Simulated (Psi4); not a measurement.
**Single-point calculation of SiPH5O2 (part 1 of 2)**

System: SiPH5O2, SMILES O[SiH2]OP.
Method: MP3/6-31G*, RHF (Psi4 1.11).

The geometry comes from this level: PBE0-D4/def2-TZVP.

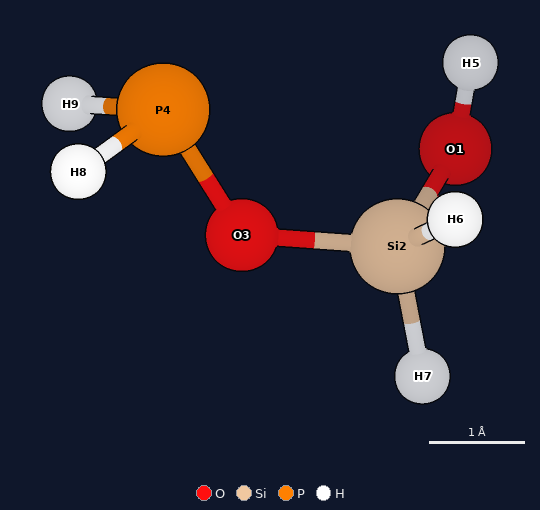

Fig. 1: The input geometry (ball-and-stick view, seen at a tilt; atoms are numbered from 1 in the order of the input).

**Input (h5o2psi.in)**
```
memory 2.2 GB

molecule molecule1 {
  0 1
  O
  Si 1 1.637187
  O 2 1.647601 1 112.63239
  P 3 1.646087 2 125.81202 1 -64.77696
  H 1 0.958039 2 118.15097 3 82.24499
  H 2 1.486075 1 109.79207 5 -38.67617
  H 2 1.473489 6 113.28507 3 -117.13562
  H 4 1.423741 3 98.68026 2 -134.00822
  H 4 1.423658 8 92.17492 3 99.1196
  units angstrom
  symmetry c1
}

set puream true
set e_convergence 1e-09
set d_convergence 1e-08
set scf_type pk
set num_frozen_docc 12
set mp_type conv

E = energy('mp3/6-31G*')
print_variables()
```

Launched with:
```bash
psi4 h5o2psi.in h5o2psi.out -n 1
```

**Log**
```
Psi4 1.11 release

   => Loading Basis Set <=

    Name: 6-31G*
    Role: ORBITAL
    Keyword: BASIS

         ---------------------------------------------------------
                                   SCF
                              RHF Reference
                        1 Threads,   2098 MiB Core
         ---------------------------------------------------------

  ==> Geometry <==

    Molecular point group: c1
    Full point group: C1

    Geometry (in Angstrom), charge = 0, multiplicity = 1:

       Center              X                  Y                   Z               Mass
    ------------   -----------------  -----------------  -----------------  -----------------
         O            0.415606042379     1.160465022628    -1.633029455993    15.994914619570
         SI           0.415606042379     1.160465022628     0.004157544007    27.976926534650
         O            0.415606042379    -0.360258875198     0.638182686870    15.994914619570
         P           -0.792000459048    -1.468162201849     0.483783308391    30.973761998420
         H           -0.421378503377     1.046481882007    -2.085028835793     1.007825032230
         H           -0.783951439946     1.878987190039     0.507353974006     1.007825032230
         H            1.684710078259     1.774325592687     0.432783231246     1.007825032230
         H           -0.863408034998    -1.898451928615     1.839065620021     1.007825032230
         H           -0.004246163125    -2.593932800688     0.111109417423     1.007825032230

  Running in c1 symmetry.

  Rotational constants: A =      0.37122  B =      0.08085  C =      0.07130 [cm^-1]
  Rotational constants: A =  11128.76737  B =   2423.90182  C =   2137.53049 [MHz]
  Nuclear repulsion =  233.152825446956570

  Charge       = 0
  Multiplicity = 1
  Electrons    = 50
  Nalpha       = 25
  Nbeta        = 25

  ==> Algorithm <==

  SCF Algorithm Type is PK.
  DIIS enabled.
  MOM disabled.
  Fractional occupation disabled.
  Guess Type is SAD.
  Energy threshold   = 1.00e-09
  Density threshold  = 1.00e-08
  Integral threshold = 1.00e-12

  ==> Primary Basis <==

  Basis Set: 6-31G*
    Blend: 6-31G*
    Number of shells: 38
    Number of basis functions: 74
    Number of Cartesian functions: 78
    Spherical Harmonics?: true
    Max angular momentum: 2

  ==> Integral Setup <==

  Using in-core PK algorithm.
   Calculation information:
      Number of atoms:                   9
      Number of AO shells:              38
      Number of primitives:            104
      Number of atomic orbitals:        78
      Number of basis functions:        74

      Integral cutoff                 1.00e-12
      Number of threads:                 1

  Performing in-core PK
  Using 7703400 doubles for integral storage.
  We computed 243319 shell quartets total.
  Whereas there are 274911 unique shell quartets.

  ==> DiskJK: Disk-Based J/K Matrices <==

    J tasked:                  Yes
    K tasked:                  Yes
    wK tasked:                  No
    Memory [MiB]:             1573
    Schwarz Cutoff:          1E-12

  Minimum eigenvalue in the overlap matrix is 1.3935269464E-02.
  Reciprocal condition number of the overlap matrix is 3.3228910367E-03.
    Using symmetric orthogonalization.

  ==> Pre-Iterations <==

  SCF Guess: Superposition of Atomic Densities via on-the-fly atomic UHF (no occupation information).

   -------------------------
    Irrep   Nso     Nmo
   -------------------------
     A         74      74
   -------------------------
    Total      74      74
   -------------------------

  ==> Iterations <==

                        Total Energy        Delta E     RMS |[F,P]|

   @RHF iter SAD:  -781.44702050302021   -7.81447e+02   0.00000e+00
   @RHF iter   1:  -782.20956749615641   -7.62547e-01   7.28135e-03 ADIIS/DIIS
   @RHF iter   2:  -782.30376897082556   -9.42015e-02   4.53015e-03 ADIIS/DIIS
   @RHF iter   3:  -782.34509262783058   -4.13237e-02   5.62468e-04 ADIIS/DIIS
   @RHF iter   4:  -782.34637970016843   -1.28707e-03   1.25764e-04 ADIIS/DIIS
   @RHF iter   5:  -782.34643640643003   -5.67063e-05   5.21838e-05 DIIS
   @RHF iter   6:  -782.34644519747110   -8.79104e-06   1.14452e-05 DIIS
   @RHF iter   7:  -782.34644614398849   -9.46517e-07   2.74101e-06 DIIS
   @RHF iter   8:  -782.34644621962082   -7.56323e-08   8.53588e-07 DIIS
   @RHF iter   9:  -782.34644622716564   -7.54483e-09   2.13133e-07 DIIS
   @RHF iter  10:  -782.34644622775511   -5.89466e-10   5.91654e-08 DIIS
   @RHF iter  11:  -782.34644622779729   -4.21778e-11   1.64403e-08 DIIS
   @RHF iter  12:  -782.34644622779865   -1.36424e-12   3.70852e-09 DIIS
  Energy and wave function converged.

  ==> Post-Iterations <==

    Orbital Energies [Eh]
    ---------------------

    Doubly Occupied:

       1A    -79.978188     2A    -68.812631     3A    -20.569425
       4A    -20.567338     5A     -7.527781     6A     -6.165261
       7A     -5.421970     8A     -5.420792     9A     -5.419285
      10A     -4.272506    11A     -4.271669    12A     -4.271045
      13A     -1.362921    14A     -1.341136    15A     -0.861438
      16A     -0.752973    17A     -0.664926    18A     -0.622022
      19A     -0.609301    20A     -0.578681    21A     -0.545047
      22A     -0.511305    23A     -0.481596    24A     -0.457647
      25A     -0.374692

    Virtual:

      26A      0.131967    27A      0.161886    28A      0.175708
      29A      0.206814    30A      0.244521    31A      0.263413
      32A      0.291779    33A      0.319592    34A      0.349602
      35A      0.401847    36A      0.443403    37A      0.452656
      38A      0.536009    39A      0.539598    40A      0.545503
      41A      0.583650    42A      0.791011    43A      0.819917
      44A      0.859499    45A      0.888844    46A      0.897312
      47A      0.917909    48A      0.932177    49A      1.000017
      50A      1.094969    51A      1.125058    52A      1.235471
      53A      1.262253    54A      1.333577    55A      1.347147
      56A      1.361125    57A      1.411559    58A      1.421452
      59A      1.449212    60A      1.474200    61A      1.509436
      62A      1.653302    63A      1.761299    64A      1.862456
      65A      2.036479    66A      2.098648    67A      2.150760
      68A      2.188806    69A      2.244710    70A      2.419200
      71A      2.756438    72A      2.863985    73A      2.904260
      74A      2.991188

    Final Occupation by Irrep:
              A
    DOCC [    25 ]
    NA   [    25 ]
    NB   [    25 ]

  @RHF Final Energy:  -782.34644622779865

   => Energetics <=

    Nuclear Repulsion Energy =            233.1528254469565695
    One-Electron Energy =               -1547.2753927986570943
    Two-Electron Energy =                 531.7761211239019303
    Total Energy =                       -782.3464462277986513

Computation Completed

Properties will be evaluated at   0.000000,   0.000000,   0.000000 [a0]

Properties computed using the SCF density matrix

 Multipole Moments:

 ------------------------------------------------------------------------------------
     Multipole            Electronic (a.u.)      Nuclear  (a.u.)        Total (a.u.)
 ------------------------------------------------------------------------------------

 L = 1.  Multiply by 2.5417464519 to convert [e a0] to [Debye]
 Dipole X            :         -1.0981098            0.3777569           -0.7203530
 Dipole Y            :         -1.7203612            1.5743996           -0.1459616
 Dipole Z            :         -0.3363622            0.3051237           -0.0312386
 Magnitude           :                                                    0.7356555

 ------------------------------------------------------------------------------------

	total time  =          1 seconds =       0.02 minutes
 MINTS: Wrapper to libmints.

   Calculation information:
      Number of threads:                 1
      Number of atoms:                   9
      Number of AO shells:              38
      Number of SO shells:              38
      Number of primitives:            104
      Number of atomic orbitals:        78
      Number of basis functions:        74

      Number of irreps:                  1
      Integral cutoff                 1.00e-12
      Number of functions per irrep: [  74 ]

 OEINTS: Overlap, kinetic, potential, dipole, and quadrupole integrals
         stored in file 35.

      Computing two-electron integrals...done
      Computed 3210723 non-zero two-electron integrals.
        Stored in file 33.

  Module OCC Options:
  ----------------------------------------------------------------------------
  ACTIVE                        => (empty)
  BASIS_RELATIVISTIC            => (empty)
  BENCH                         => (empty)
  CACHELEVEL                    => (empty)
  CCL_ENERGY                    => (empty)
  CC_MAXITER                    => (empty)
  CC_TYPE                       => (empty)
  CEPA_OS_SCALE                 => (empty)
  CEPA_SOS_SCALE                => (empty)
  CEPA_SS_SCALE                 => (empty)
  CEPA_TYPE                     => (empty)
  CI_TYPE                       => (empty)
  CUBEPROP_BASIS_FUNCTIONS      => (empty)
  CUBEPROP_FILEPATH             => (empty)
  CUBEPROP_ISOCONTOUR_THRESHOLD => (empty)
  CUBEPROP_ORBITALS             => (empty)
  CUBEPROP_TASKS                => (empty)
  CUBIC_BASIS_TOLERANCE         => (empty)
  CUBIC_BLOCK_MAX_POINTS        => (empty)
  CUBIC_GRID_OVERAGE            => (empty)
  CUBIC_GRID_SPACING            => (empty)
  CUTOFF                        => (empty)
  DDX                           => (empty)
  DEBUG                         => (empty)
  DERTYPE                       => (empty)
  DF_BASIS_CC                   => (empty)
  DIE_IF_NOT_CONVERGED          => (empty)
  DIIS_MAX_VECS                 => (empty)
  DIIS_MIN_VECS                 => (empty)
  DKH_ORDER                     => (empty)
  DOCC                          => (empty)
  DO_DIIS                       => (empty)
  DO_LEVEL_SHIFT                => (empty)
  DO_SCS                        => (empty)
  DO_SOS                        => (empty)
  E3_SCALE                      => (empty)
  EA_POLES                      => (empty)
  EKT_EA                        => (empty)
  EKT_IP                        => (empty)
  EP_EA_POLES                   => (empty)
  EP_IP_POLES                   => (empty)
  EP_MAXITER                    => (empty)
  EXTERNAL_POTENTIAL_SYMMETRY   => (empty)
  E_CONVERGENCE                 => 1e-09           !
  FREEZE_CORE                   => (empty)
  FREEZE_CORE_POLICY            => (empty)
  FROZEN_DOCC                   => (empty)
  FROZEN_UOCC                   => (empty)
  INTEGRAL_PACKAGE              => (empty)
```
